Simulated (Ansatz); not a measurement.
# C$_{2}$H$_{6}$AlFO: what the fields show

```yaml
atoms:
  - { symbol: O, position_ang: [-1.3665, -0.2568, 0.5649] }
  - { symbol: C, position_ang: [-0.6109, 0.8943, 1.2209] }
  - { symbol: Al, position_ang: [0.6231, -0.5270, 0.6961] }
  - { symbol: C, position_ang: [0.9154, -0.3879, -1.2980] }
  - { symbol: F, position_ang: [-0.2772, 0.2409, -1.8066] }
  - { symbol: H, position_ang: [-1.4182, -0.0304, -0.3990] }
  - { symbol: H, position_ang: [-0.7620, 1.8220, 0.6375] }
  - { symbol: H, position_ang: [-1.0232, 1.0053, 2.2402] }
  - { symbol: H, position_ang: [1.1983, -1.6948, 1.6199] }
  - { symbol: H, position_ang: [1.7716, 0.2402, -1.6287] }
  - { symbol: H, position_ang: [1.0149, -1.3627, -1.8265] }
```

These are results of Ansatz, RKS PBE/def2-SVP, not measurements.

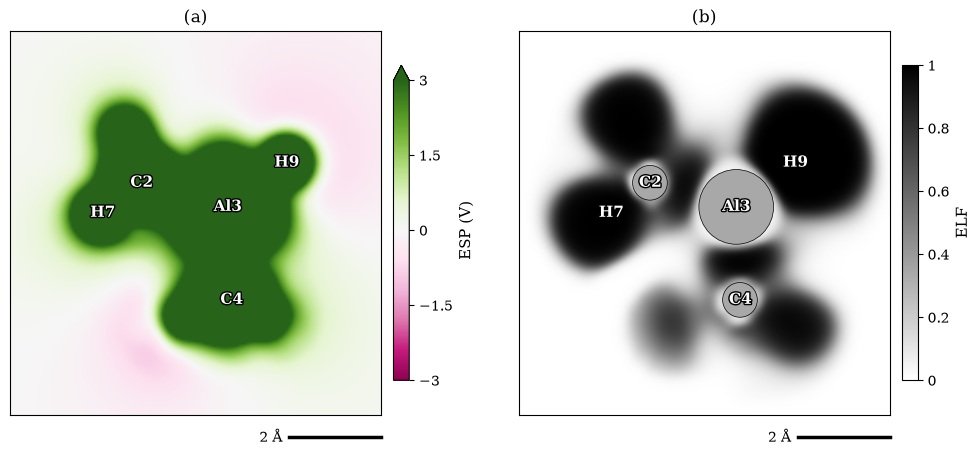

Figure 1. (a) molecular electrostatic potential; (b) ELF on the plane of atoms C4, Al3 and H9. Grey discs cover the atomic cores in the ELF map.

### Read the bonding off the picture.

The plane passes through C, Al and H nuclei.
C–Al (1.95 Å): the ELF peaks at about 0.90 between the atoms: a polar covalent bond.
C–Al (2.02 Å): the ELF peaks at about 1 between the atoms; a polar covalent bond.
C–H (1.11 Å): the ELF climbs to about 1 towards the hydrogen, as it does in any bond to H (an ordinary covalent bond to hydrogen).
Outside the dense part of the molecule the potential is most negative (−0.8 V) near F5, which lies off the plane.

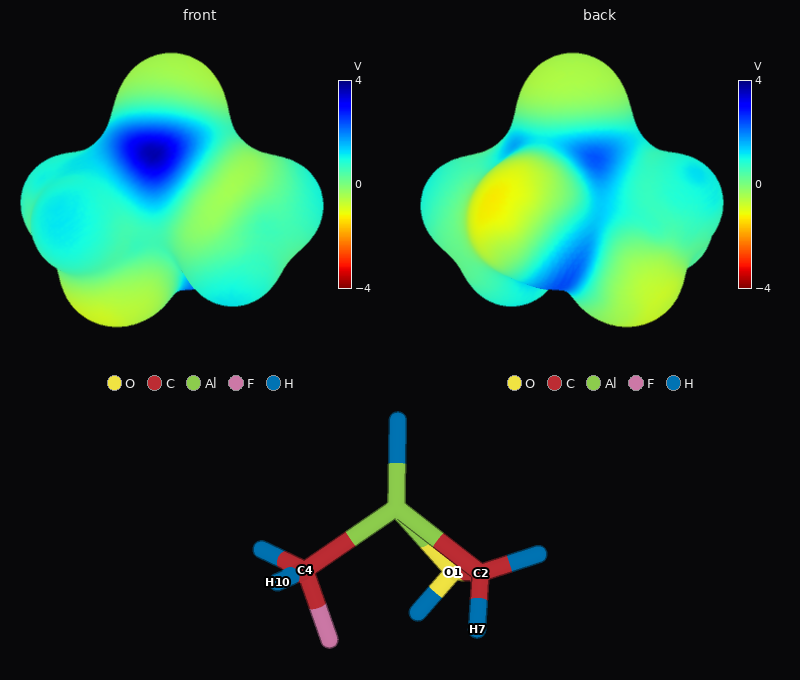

Figure 2. The molecular electrostatic potential painted on the density surface at 0.004 e/bohr³, seen from the front and from behind; red is negative and blue positive. The bare structure is drawn below in the same view.

### Which sites attract a positive test charge, and which a negative one?

A positive charge is drawn to the negative regions and a negative charge to the positive ones. The most negative region (about −1.2 V) lies over O1, the most positive (about +3.5 V) over Al3. O1 is the likeliest acceptor of a hydrogen bond.

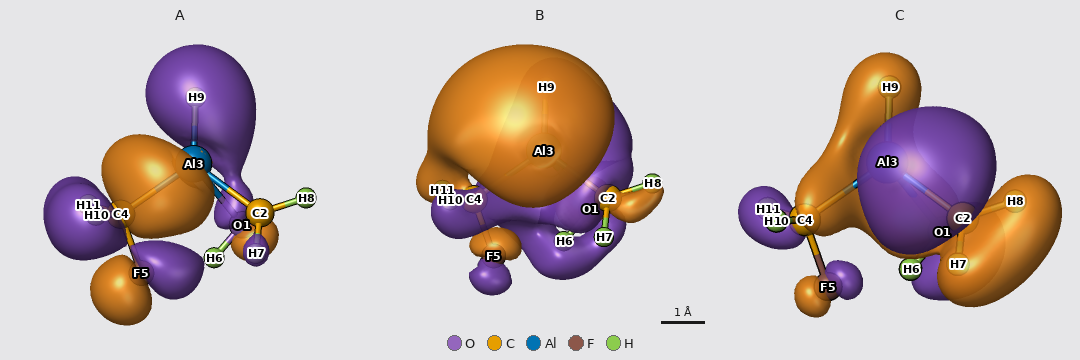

Figure 3. Three frontier orbitals at ±0.06 Å⁻³ᐟ² (orange and purple are the two phases), in no order.

### Which picture is the HOMO−1, the HOMO and the LUMO?

A is the HOMO−1 (−6.36 eV). Its weight (Hirshfeld) is mainly on C4 (about 35 %), F5 (about 20 %), Al3 (about 20 %) and H9 (about 15 %). C is the HOMO (−5.78 eV). By Hirshfeld shares it lies mainly on C2 (about 40 %), O1 (about 25 %) and Al3 (about 20 %). B is the LUMO (−0.96 eV). It lies mainly on Al3 (about 60 %), C4 (about 10 %), O1 (about 10 %) and C2 (about 5 %).

### What is the HOMO–LUMO gap?

4.82 eV between the orbital energies.
